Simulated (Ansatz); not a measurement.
```yaml
atoms:
  - { symbol: C, position_ang: [2.4629, -0.2060, -0.2039] }
  - { symbol: Al, position_ang: [-1.2456, -0.5477, 0.1686] }
  - { symbol: B, position_ang: [1.2659, -0.3892, -1.1514] }
  - { symbol: N, position_ang: [0.0441, 0.4801, -1.0332] }
  - { symbol: H, position_ang: [2.3520, 0.5251, 0.6101] }
  - { symbol: H, position_ang: [3.3172, 0.1136, -0.8338] }
  - { symbol: H, position_ang: [2.7881, -1.1760, 0.2087] }
  - { symbol: H, position_ang: [1.1919, -1.2278, -2.0116] }
  - { symbol: H, position_ang: [0.2278, 1.3984, -0.6109] }
  - { symbol: H, position_ang: [-0.4263, 0.6438, -1.9311] }
  - { symbol: H, position_ang: [-0.4758, -1.8779, 0.5758] }
```

Geometry: PBE0-D3(BJ)/def2-SVP.

Theory: isolated molecule in a Gaussian basis; Kohn-Sham density functional theory, functional PBE0 (Ansatz).

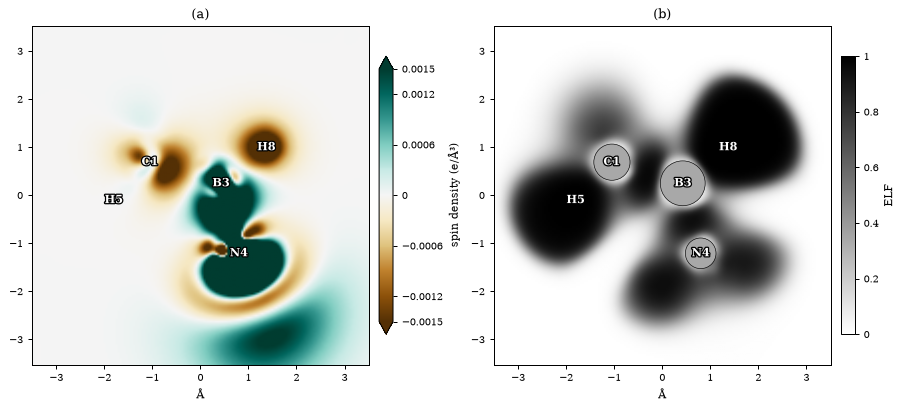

CH$_{7}$AlBN (SMILES CB[NH2+][AlH]) (charge +1, doublet). (a) spin density (α minus β); (b) ELF on the plane of atoms C1, B3 and N4. Grey discs cover the atomic cores in the ELF map.

### What does the map show?

The section cuts through C, B, N and H sites. B–N (1.50 Å): the ELF peaks at about 0.95 between the atoms (a shared but strongly polarised pair). C–B (1.54 Å): the ELF peaks at about 0.95 between the atoms (a covalent bond). C–H (1.10 Å): the ELF climbs to about 1 towards the hydrogen, as it does in any bond to H; an ordinary covalent bond to hydrogen. B–H (1.20 Å): the ELF climbs to about 1 towards the hydrogen (an ordinary covalent bond to hydrogen). The unpaired spin (1 electron) lies mostly on Al2 (about 0.8) and H11 (about 0.1), in electrons by Hirshfeld's partition.
